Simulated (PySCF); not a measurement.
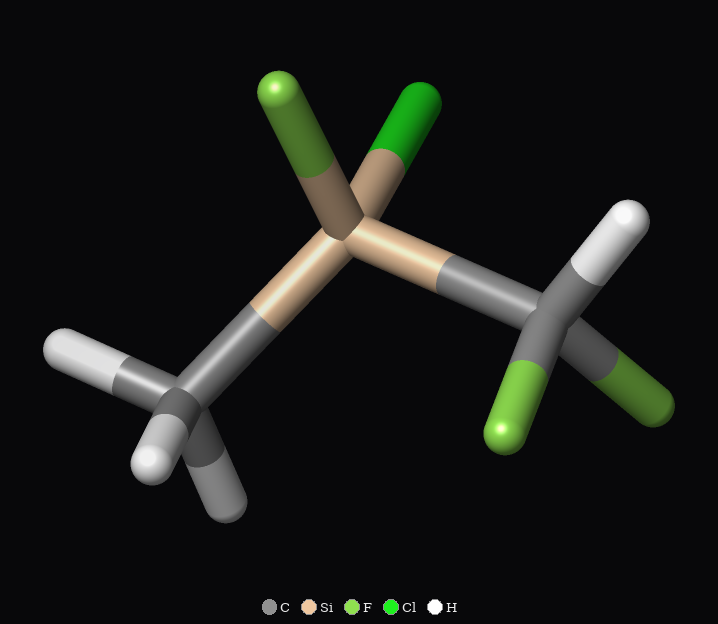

Computed geometry: GFN2-xTB optimisation. No frequency run is at hand to confirm it as a minimum. Method: PBE0/pcSseg-1, gas phase (PySCF 2.14.0).

What does the calculation give?

The species is C2H4ClF3Si (`C[Si@](F)(Cl)C(F)F`).
- dipole moment: 1.32 D
- HOMO energy (Kohn–Sham orbital): −8.70 eV
- LUMO energy (Kohn–Sham orbital): 0.37 eV
- HOMO–LUMO gap: 9.07 eV

The geometry is semi-empirical. Around Si such bond lengths and angles can be off by a tenth of an ångström or more and by several degrees, and values that hang on the shape move with them.
